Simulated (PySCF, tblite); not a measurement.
# C₁₁H₁₀F₃N: excited states

What do calculations give for the excited states of C₁₁H₁₀F₃N (`CN(C)C1=CC2=CC(C(F)(F)F)=CC2=C1`)?

Computed with tblite 0.8.0 and PySCF 2.14.0 and routines of our own; the level stands in each step. Atoms count from 0.

### Step 1. The system as given

25 atoms, charge 0, multiplicity 1; geometry from: force field or distance geometry start.

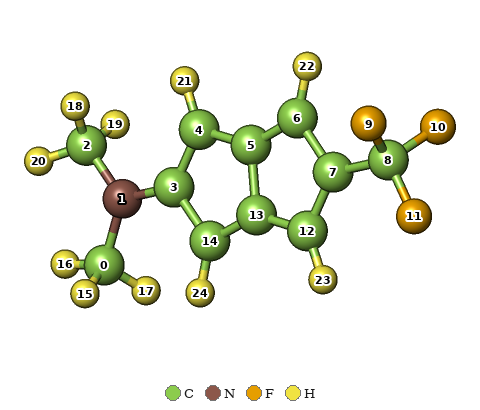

The starting geometry (carbon green, nitrogen brown, fluorine amber, hydrogen yellow).

### Step 2. Optimising the geometry with GFN2-xTB

The job: settings as JSON, then the geometry in Å.

```
{"job": {"kind": "relax", "xc": "GFN2-xTB", "basis": "xTB"}, "charge": 0, "multiplicity": 1}
C     -3.226900    -1.441000     0.106900
N     -2.595200    -0.122600     0.124900
C     -3.483500     1.017800     0.073200
C     -1.212700     0.033400     0.117000
C     -0.487100     1.167000     0.044800
C      0.875300     0.771200     0.067700
C      2.128400     1.249300     0.031100
C      3.053300     0.095300     0.132500
C      4.529500     0.257600     0.119000
F      4.948600     1.030000     1.155100
F      4.954500     0.856400    -1.023600
F      5.180000    -0.926200     0.215200
C      2.332300    -1.059200     0.228300
C      0.976400    -0.656700     0.180300
C     -0.280600    -1.114800     0.220300
H     -3.014200    -1.990700     1.038000
H     -4.324200    -1.360800     0.029900
H     -2.890100    -2.025500    -0.753300
H     -3.153400     1.832100     0.733300
H     -3.540900     1.401700    -0.950000
H     -4.510700     0.770300     0.396500
H     -0.849400     2.180000    -0.044100
H      2.442500     2.284200    -0.032900
H      2.706500    -2.073900     0.298500
H     -0.569100    -2.150800     0.307000
```

Started as:

```console
> OMP_NUM_THREADS=1 python excited_run.py task.json out
```

This one command runs all jobs of the session in turn.

Output:

```text
step      E/eV     max force
  0   -1243.70887    1.888
  1   -1243.82886    0.963
  2   -1243.86856    0.622
  3   -1243.89078    0.282
  4   -1243.90436    0.346
  5   -1243.91548    0.214
  6   -1243.92107    0.167
  7   -1243.92385    0.110
  8   -1243.92603    0.092
  9   -1243.92824    0.092
 10   -1243.92976    0.103
 11   -1243.93084    0.106
 12   -1243.93181    0.066
 13   -1243.93276    0.058
 14   -1243.93339    0.046
 15   -1243.93382    0.054
 16   -1243.93426    0.059
 17   -1243.93480    0.071
 18   -1243.93534    0.050
 19   -1243.93574    0.042
 20   -1243.93597    0.030
 21   -1243.93611    0.026
 22   -1243.93620    0.021
 23   -1243.93627    0.021
 24   -1243.93635    0.020
 25   -1243.93643    0.020
 26   -1243.93651    0.019
 27   -1243.93660    0.021
 28   -1243.93670    0.022
 29   -1243.93682    0.024
 30   -1243.93695    0.022
 31   -1243.93709    0.032
 32   -1243.93724    0.035
 33   -1243.93741    0.029
 34   -1243.93756    0.022
 35   -1243.93767    0.021
 36   -1243.93775    0.020
 37   -1243.93784    0.019
 38   -1243.93796    0.024
 39   -1243.93811    0.029
 40   -1243.93827    0.027
 41   -1243.93842    0.028
 42   -1243.93856    0.025
 43   -1243.93868    0.025
 44   -1243.93879    0.028
 45   -1243.93890    0.030
 46   -1243.93904    0.030
 47   -1243.93922    0.034
 48   -1243.93947    0.034
 49   -1243.93975    0.032
 50   -1243.94004    0.037
 51   -1243.94032    0.036
 52   -1243.94057    0.032
 53   -1243.94074    0.026
 54   -1243.94086    0.025
 55   -1243.94097    0.031
 56   -1243.94109    0.026
 57   -1243.94129    0.020
 58   -1243.94137    0.022
 59   -1243.94154    0.027
 60   -1243.94170    0.029
 61   -1243.94190    0.026
 62   -1243.94207    0.030
 63   -1243.94223    0.028
 64   -1243.94241    0.050
 65   -1243.94266    0.048
 66   -1243.94309    0.038
 67   -1243.94328    0.035
 68   -1243.94357    0.041
 69   -1243.94386    0.041
 70   -1243.94415    0.043
 71   -1243.94450    0.052
 72   -1243.94481    0.059
 73   -1243.94527    0.048
 74   -1243.94553    0.034
 75   -1243.94565    0.021
 76   -1243.94577    0.029
 77   -1243.94588    0.024
 78   -1243.94597    0.021
 79   -1243.94603    0.018
 80   -1243.94610    0.021
 81   -1243.94622    0.032
 82   -1243.94636    0.032
 83   -1243.94648    0.030
 84   -1243.94656    0.041
 85   -1243.94665    0.029
 86   -1243.94674    0.024
 87   -1243.94692    0.030
 88   -1243.94700    0.026
 89   -1243.94718    0.027
 90   -1243.94734    0.020
 91   -1243.94734    0.055
 92   -1243.94751    0.018
 93   -1243.94755    0.016
 94   -1243.94764    0.016
 95   -1243.94766    0.012
 96   -1243.94771    0.010
 97   -1243.94773    0.012
 98   -1243.94778    0.012
 99   -1243.94783    0.015
100   -1243.94789    0.012
101   -1243.94795    0.012
102   -1243.94798    0.016
103   -1243.94801    0.010
104   -1243.94804    0.011
105   -1243.94808    0.012
106   -1243.94811    0.011
107   -1243.94814    0.011
108   -1243.94819    0.011
109   -1243.94823    0.013
110   -1243.94827    0.015
111   -1243.94830    0.016
112   -1243.94834    0.015
113   -1243.94839    0.013
114   -1243.94845    0.015
115   -1243.94851    0.016
116   -1243.94858    0.018
117   -1243.94867    0.018
118   -1243.94878    0.017
119   -1243.94889    0.022
120   -1243.94900    0.021
121   -1243.94908    0.030
122   -1243.94916    0.018
123   -1243.94924    0.015
124   -1243.94933    0.018
125   -1243.94937    0.017
126   -1243.94943    0.015
127   -1243.94948    0.013
128   -1243.94953    0.010
129   -1243.94957    0.014
130   -1243.94962    0.015
131   -1243.94967    0.021
132   -1243.94971    0.020
133   -1243.94976    0.020
134   -1243.94980    0.018
135   -1243.94984    0.016
136   -1243.94987    0.014
137   -1243.94991    0.013
138   -1243.94994    0.013
139   -1243.94998    0.014
140   -1243.95002    0.016
141   -1243.95007    0.015
142   -1243.95012    0.024
143   -1243.95016    0.020
144   -1243.95021    0.013
145   -1243.95027    0.018
146   -1243.95030    0.014
147   -1243.95033    0.009
```

It took 1.5 s on 1 thread of Arm Neoverse V2, shared host.

Along the way: (not every step is listed)

```
step  energy from step 0 (eV)  largest force (eV/Å)
   0                   0.0000                1.8878
   1                  -0.1200                0.9630
   2                  -0.1597                0.6220
   3                  -0.1819                0.2824
   4                  -0.1955                0.3459
   5                  -0.2066                0.2136
   6                  -0.2122                0.1669
   7                  -0.2150                0.1099
   8                  -0.2172                0.0918
  21                  -0.2272                0.0257
  34                  -0.2287                0.0222
  47                  -0.2304                0.0338
  60                  -0.2328                0.0295
  73                  -0.2364                0.0483
  86                  -0.2379                0.0244
  99                  -0.2390                0.0146
 112                  -0.2395                0.0154
 125                  -0.2405                0.0167
 138                  -0.2411                0.0134
 142                  -0.2413                0.0242
 143                  -0.2413                0.0202
 144                  -0.2413                0.0126
 145                  -0.2414                0.0182
 146                  -0.2414                0.0144
 147                  -0.2415                0.0091
```

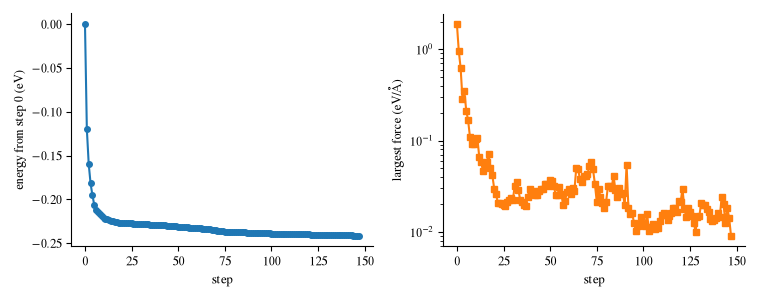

Energy and force, step by step.

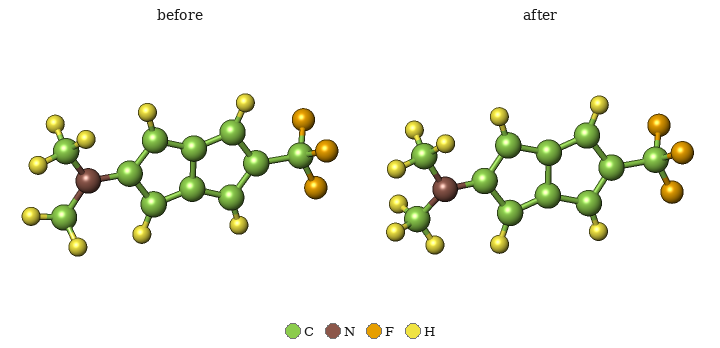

Before and after, at one scale.

Distances of close pairs at the start and the end, largest changes first:

```csv
bond,before (Å),after (Å),change (Å)
C12–C13,1.415,1.459,+0.043
C5–C13,1.436,1.468,+0.032
N1–C3,1.391,1.367,-0.024
C4–C5,1.419,1.442,+0.023
C0–N1,1.462,1.441,-0.021
C0–H15,1.102,1.086,-0.016
C7–C12,1.365,1.348,-0.016
C2–H20,1.105,1.089,-0.016
```

The next job starts from the end point, and lists it.

### Step 3. Vibrational analysis with GFN2-xTB

The job: settings as JSON, then the geometry in Å.

```
{"job": {"kind": "ir", "xc": "GFN2-xTB", "basis": "xTB"}, "charge": 0, "multiplicity": 1}
C     -3.270460    -1.408102    -0.017207
N     -2.606225    -0.167079     0.292319
C     -3.410839     1.014675     0.108019
C     -1.250512    -0.029102     0.182688
C     -0.538284     1.115981    -0.013458
C      0.860787     0.770113     0.041619
C      2.114353     1.255986    -0.045691
C      3.035502     0.112336     0.146437
C      4.512564     0.275858     0.124488
F      4.957070     1.094659     1.100652
F      4.958399     0.812807    -1.029395
F      5.171410    -0.884315     0.278999
C      2.352671    -1.032772     0.347843
C      0.939904    -0.674341     0.289730
C     -0.303293    -1.166828     0.383348
H     -2.648086    -2.256864     0.248767
H     -4.197613    -1.469440     0.555557
H     -3.518150    -1.478495    -1.084154
H     -3.016460     1.819916     0.725596
H     -3.421648     1.347741    -0.936566
H     -4.432672     0.802342     0.418347
H     -0.914085     2.103074    -0.189242
H      2.452562     2.260693    -0.214806
H      2.755397    -2.013269     0.513940
H     -0.593226    -2.181430     0.587661
```

Output:

```text
mode    cm-1     km/mol
  1      18.1      0.04
  2      40.6      0.23
  3      47.4      0.32
  4      96.6      6.13
  5     100.0      1.03
  6     130.4      2.66
  7     155.4      0.72
  8     180.9      6.62
  9     209.5      2.67
 10     254.8     11.86
 11     259.4      1.51
 12     309.3     11.79
 13     339.3      0.22
 14     399.2      7.27
 15     406.7      7.06
 16     416.6      5.75
 17     468.8      3.75
 18     502.5      5.62
 19     544.8     31.80
 20     564.8     34.30
 21     576.5      0.24
 22     619.9      4.14
 23     659.4     19.14
 24     667.3      0.28
 25     703.7      2.92
 26     723.1     23.29
 27     793.6     10.30
 28     795.9     10.77
 29     821.7      5.84
 30     852.0     32.24
 31     869.5      1.49
 32     888.5      7.08
 33     975.8      5.54
 34    1016.3    330.66
 35    1033.2    177.82
 36    1045.8     25.17
 37    1049.1    233.84
 38    1082.3      3.49
 39    1100.0     11.30
 40    1113.2     59.73
 41    1126.7      7.42
 42    1139.2     16.20
 43    1176.6    230.66
 44    1182.3      6.27
 45    1213.8      3.85
 46    1265.7      1.70
 47    1282.3     55.93
 48    1304.0     28.91
 49    1358.9     67.66
 50    1410.4      1.82
 51    1422.7      0.50
 52    1468.3      9.26
 53    1470.5      3.96
 54    1486.9      2.81
 55    1488.7      6.40
 56    1594.3     10.56
 57    1605.8    469.61
 58    1629.1     30.73
 59    1673.8     15.18
 60    2902.5     65.20
 61    2915.4     64.49
 62    2990.3     45.78
 63    3022.1     33.32
 64    3022.9     14.47
 65    3064.3     12.87
 66    3128.3     25.61
 67    3151.6     12.21
 68    3157.8      7.74
 69    3176.0     29.76
```

Wall time 1.5 s (1 thread of Arm Neoverse V2, shared host).

The strongest bands and the atoms that carry them (share of the mass-weighted mode):

| cm⁻¹ | km/mol | atoms |
| --- | --- | --- |
| 1016 | 330.7 | C8 74 %, F9 13 %, F10 10 % |
| 1033 | 177.8 | C8 17 %, C7 16 %, C6 15 %, H22 15 % |
| 1049 | 233.8 | C8 70 %, F11 12 % |
| 1177 | 230.7 | C8 24 %, H22 15 %, H23 14 % |
| 1359 | 67.7 | N1 32 %, C3 27 %, C4 14 % |
| 1606 | 469.6 | C3 25 %, C7 16 %, C5 16 %, C4 16 % |
| 2902 | 65.2 | H17 90 % |
| 2915 | 64.5 | H19 91 % |

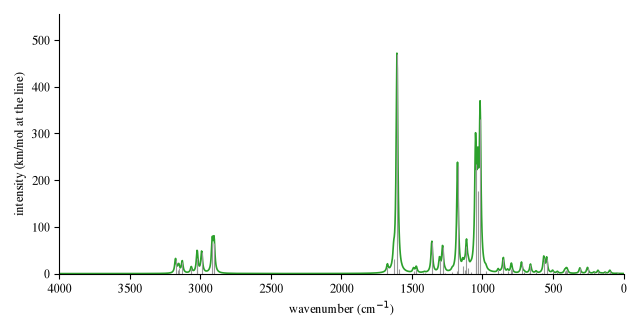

The infrared spectrum from these modes, unscaled. Lines are broadened to a width of 14 cm⁻¹ (Lorentzian).

### Step 4. Excited states: TDA CAM-B3LYP/def2-SVP

Settings changed since step 3:

```diff
@@ -1,2 +1,2 @@
-{"job": {"kind": "ir", "xc": "GFN2-xTB", "basis": "xTB"}, "charge": 0, "multiplicity": 1}
+{"job": {"kind": "states", "xc": "CAM-B3LYP", "basis": "def2-SVP", "tda": true, "soc": true, "nstates": 8, "ntriplets": 6, "nquad": 4}, "charge": 0, "multiplicity": 1}
 C     -3.270460    -1.408102    -0.017207
```

Level: TDA CAM-B3LYP/def2-SVP excited states, vertical, gas phase, spin-orbit mean-field couplings.

Output:

```text
coarse grid: 22472 points
cycle   1  E = -778.1360556571  dE =  3.332e+00  |g| = 1.032e+00  |ddm| = 6.047e+00
cycle   2  E = -778.0558479292  dE =  8.021e-02  |g| = 1.307e+00  |ddm| = 2.155e+00
cycle   3  E = -778.3496219011  dE = -2.938e-01  |g| = 9.506e-02  |ddm| = 1.207e+00
cycle   4  E = -778.3509533919  dE = -1.331e-03  |g| = 7.349e-02  |ddm| = 1.728e-01
cycle   5  E = -778.3522068585  dE = -1.253e-03  |g| = 1.459e-02  |ddm| = 9.309e-02
cycle   6  E = -778.3522799553  dE = -7.310e-05  |g| = 6.591e-03  |ddm| = 2.660e-02
cycle   7  E = -778.3523022088  dE = -2.225e-05  |g| = 3.280e-03  |ddm| = 1.427e-02
cycle   8  E = -778.3523115737  dE = -9.365e-06  |g| = 1.910e-03  |ddm| = 9.252e-03
final grid: 222816 points
cycle   9  E = -778.4840220021  dE = -6.575e-05  |g| = 6.151e-03  |ddm| = 4.025e-02
cycle  10  E = -778.4840224945  dE = -4.924e-07  |g| = 6.802e-03  |ddm| = 1.436e-02
cycle  11  E = -778.4840319990  dE = -9.504e-06  |g| = 1.081e-03  |ddm| = 7.513e-03
cycle  12  E = -778.4840325415  dE = -5.426e-07  |g| = 6.586e-04  |ddm| = 2.225e-03
cycle  13  E = -778.4840328905  dE = -3.489e-07  |g| = 3.103e-04  |ddm| = 1.730e-03
cycle  14  E = -778.4840330305  dE = -1.400e-07  |g| = 1.467e-04  |ddm| = 1.222e-03
cycle  15  E = -778.4840330987  dE = -6.822e-08  |g| = 4.969e-05  |ddm| = 1.476e-03
cycle  16  E = -778.4840331004  dE = -1.652e-09  |g| = 1.786e-05  |ddm| = 2.376e-04
cycle  17  E = -778.4840331004  dE = -7.822e-11  |g| = 4.895e-06  |ddm| = 2.436e-05
converged SCF energy = -778.4840331004

Singlet excitations
state   eV       nm        f     d(h-e)  d(exc)  Lambda  PR(NTO)  |dmu|/D   mu/D   main configurations
  1   1.6023   773.8   0.01232   0.833   3.223   0.734   1.018    2.665    8.116   H->L 0.96
  2   4.1815   296.5   0.02116   0.485   3.001   0.741   1.090    1.147    6.463   H-2->L 0.80, H-1->L 0.14
  3   4.6030   269.4   0.28981   1.274   3.762   0.781   1.373    3.260    9.080   H-1->L 0.66, H-2->L 0.16, H->L+1 0.10
  4   5.4433   227.8   0.00009   0.271   2.756   0.540   1.022    0.624    5.908   H-4->L 0.93
  5   5.9620   208.0   0.39622   1.003   3.729   0.735   2.038                     H->L+1 0.54, H-3->L 0.33
  6   6.2007   200.0   0.03397   1.940   4.256   0.492   1.183                     H->L+2 0.81
  7   6.5922   188.1   0.00262   0.643   3.247   0.535   1.043                     H-5->L 0.91
  8   6.8339   181.4   0.22147   0.985   3.661   0.449   2.120                     H->L+3 0.36, H-6->L 0.22, H-3->L 0.10

Triplet excitations (Tamm-Dancoff)
state   eV     d(h-e)  d(exc)  Lambda  PR(NTO)   main configurations
  1   0.6614   0.552   3.064   0.732   1.046   H->L 0.94
  2   2.4553   0.104   2.701   0.793   1.055   H-1->L 0.76, H-2->L 0.19
  3   3.0324   0.567   2.980   0.737   1.433   H-2->L 0.60, H->L+1 0.13, H-1->L 0.13
  4   4.5183   1.231   3.411   0.709   2.043   H->L+1 0.38, H-3->L 0.16, H-2->L 0.13
  5   5.1500   0.243   2.715   0.537   1.023   H-4->L 0.93
  6   5.2739   0.464   2.836   0.683   1.795   H->L+5 0.26, H->L+1 0.20, H-3->L 0.14
S1 - T1 = 0.9409 eV

Spin-orbit couplings |<S|Hso|T>| (cm-1)
             T1       T2       T3       T4       T5       T6
S0        0.422    0.331    0.650    0.878    1.875    0.827
S1        0.045    0.296    0.192    0.764    1.560    0.604
S2        0.189    0.230    0.241    0.328    3.306    0.224
S3        0.917    0.436    0.444    0.191    3.237    0.191
S4        1.484    3.991    3.347    0.583    0.082    1.759
S5        1.144    0.790    0.918    0.146    1.652    0.387
S6        0.934    0.294    0.187    0.087    0.786    0.163
S7        2.819    0.683    3.701    2.978    0.759    0.862
S8        1.477    2.044    1.757    1.293    4.754    0.935
T1 sublevels (cm-1): 0.000 0.000 0.000   radiative rates (1/s): 3.87e-06 0.00273 0.00463
```

Wall time 2.6 min (1 thread of Arm Neoverse V2, shared host); peak memory 1.4 GiB.

From this job:

```csv
quantity,value
S1 less T1,0.94 eV
```

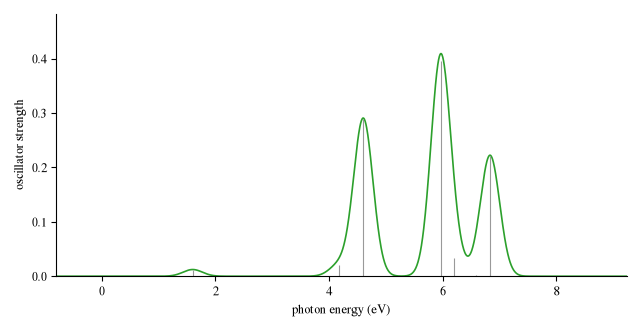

Absorption lines of the singlets. Lines are broadened to a width of 0.40 eV (Gaussian).

### Step 5. Excited states: TDA HCTH407/def2-SVP

Settings changed since step 4:

```diff
@@ -1,2 +1,2 @@
-{"job": {"kind": "states", "xc": "CAM-B3LYP", "basis": "def2-SVP", "tda": true, "soc": true, "nstates": 8, "ntriplets": 6, "nquad": 4}, "charge": 0, "multiplicity": 1}
+{"job": {"kind": "states", "xc": "HCTH407", "basis": "def2-SVP", "tda": true, "soc": true, "nstates": 8, "ntriplets": 6, "nquad": 4}, "charge": 0, "multiplicity": 1}
 C     -3.270460    -1.408102    -0.017207
```

With the program's defaults for keys left out, this is: TDA HCTH407/def2-SVP excited states, vertical, gas phase, spin-orbit mean-field couplings.

Output:

```text
coarse grid: 22472 points
cycle   1  E = -778.3321759478  dE =  2.295e+00  |g| = 1.141e+00  |ddm| = 6.189e+00
cycle   2  E = -777.6233452429  dE =  7.088e-01  |g| = 2.184e+00  |ddm| = 3.684e+00
cycle   3  E = -778.5327163322  dE = -9.094e-01  |g| = 4.795e-01  |ddm| = 2.944e+00
cycle   4  E = -778.5754036568  dE = -4.269e-02  |g| = 2.747e-01  |ddm| = 1.064e+00
cycle   5  E = -778.5926805315  dE = -1.728e-02  |g| = 1.523e-01  |ddm| = 6.180e-01
cycle   6  E = -778.5986137351  dE = -5.933e-03  |g| = 6.243e-02  |ddm| = 2.260e-01
cycle   7  E = -778.5995634515  dE = -9.497e-04  |g| = 2.245e-02  |ddm| = 9.613e-02
cycle   8  E = -778.5996800042  dE = -1.166e-04  |g| = 1.033e-02  |ddm| = 4.006e-02
cycle   9  E = -778.5997080897  dE = -2.809e-05  |g| = 2.493e-03  |ddm| = 1.804e-02
cycle  10  E = -778.5997094688  dE = -1.379e-06  |g| = 7.977e-04  |ddm| = 3.984e-03
final grid: 222816 points
cycle  11  E = -778.6900758730  dE = -1.389e-04  |g| = 1.256e-02  |ddm| = 1.247e-01
cycle  12  E = -778.6900254275  dE =  5.045e-05  |g| = 2.065e-02  |ddm| = 3.355e-02
cycle  13  E = -778.6900954461  dE = -7.002e-05  |g| = 5.679e-03  |ddm| = 2.621e-02
cycle  14  E = -778.6901038696  dE = -8.424e-06  |g| = 2.051e-03  |ddm| = 1.250e-02
cycle  15  E = -778.6901049471  dE = -1.077e-06  |g| = 8.506e-04  |ddm| = 4.185e-03
cycle  16  E = -778.6901051572  dE = -2.101e-07  |g| = 2.602e-04  |ddm| = 1.211e-03
cycle  17  E = -778.6901051725  dE = -1.537e-08  |g| = 1.163e-04  |ddm| = 3.952e-04
cycle  18  E = -778.6901051759  dE = -3.397e-09  |g| = 3.667e-05  |ddm| = 1.776e-04
cycle  19  E = -778.6901051763  dE = -3.267e-10  |g| = 1.047e-05  |ddm| = 4.920e-05
converged SCF energy = -778.6901051763

Singlet excitations
state   eV       nm        f     d(h-e)  d(exc)  Lambda  PR(NTO)  |dmu|/D   mu/D   main configurations
  1   1.2479   993.5   0.01278   1.151   3.463   0.752   1.029    2.621    8.245   H->L 0.97
  2   3.3036   375.3   0.02491   0.679   3.854   0.765   1.176    1.267    7.085   H-1->L 0.86
  3   3.9107   317.0   0.13442   0.808   3.437   0.801   1.559    2.033    8.049   H-2->L 0.66, H->L+1 0.17, H-1->L 0.09
  4   4.6660   265.7   0.12208   1.640   4.692   0.572   1.566    6.545    0.763   H->L+2 0.49, H->L+1 0.26, H-3->L 0.19
  5   4.7522   260.9   0.08011   0.610   4.341   0.571   1.916                     H->L+2 0.48, H-3->L 0.34, H->L+1 0.12
  6   4.8515   255.6   0.02692   0.443   3.131   0.573   1.087                     H-4->L 0.95
  7   5.3124   233.4   0.00313   2.479   4.139   0.496   1.012                     H-5->L 0.99
  8   5.4336   228.2   0.00372   2.959   4.652   0.317   1.015                     H->L+3 0.97

Triplet excitations (Tamm-Dancoff)
state   eV     d(h-e)  d(exc)  Lambda  PR(NTO)   main configurations
  1   0.4767   0.839   3.349   0.753   1.009   H->L 0.99
  2   2.3857   0.255   2.834   0.797   1.021   H-2->L 0.52, H-1->L 0.47
  3   2.5306   1.073   3.641   0.794   1.042   H-1->L 0.52, H-2->L 0.45
  4   3.7743   1.234   3.667   0.780   1.356   H->L+1 0.82, H-3->L 0.11
  5   4.4135   0.927   3.695   0.778   1.340   H-3->L 0.83, H->L+1 0.14
  6   4.6158   0.375   2.983   0.572   1.007   H-4->L 0.97
S1 - T1 = 0.7712 eV

Spin-orbit couplings |<S|Hso|T>| (cm-1)
             T1       T2       T3       T4       T5       T6
S0        0.633    0.434    0.708    0.626    1.198    2.135
S1        0.082    0.299    0.484    0.984    1.521    2.314
S2        0.697    0.425    0.236    0.077    0.609    1.976
S3        1.087    0.263    0.414    0.170    0.768    2.878
S4        1.298    0.502    0.535    0.212    0.321    0.840
S5        1.745    0.954    0.771    0.410    0.410    1.204
S6        2.128    2.971    2.646    0.638    2.698    0.203
S7        1.891    1.306    4.925    0.461    4.168    0.723
S8        1.422    0.091    0.327    0.494    0.266    0.227
T1 sublevels (cm-1): 0.000 0.000 0.000   radiative rates (1/s): 1.95e-05 0.000868 0.0108
```

Run time: 2 min. Hardware: 1 thread of Arm Neoverse V2, shared host; peak memory 1.2 GiB.

Key values:

| quantity | value |
| --- | --- |
| S1 less T1 | 0.77 eV |

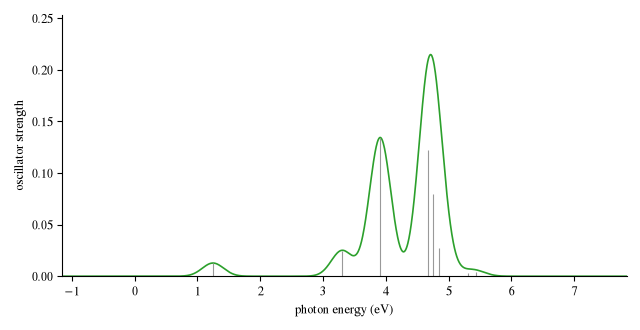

Absorption lines of the singlets. Lines are broadened to a width of 0.40 eV (Gaussian).

[end of part 1 of 2]
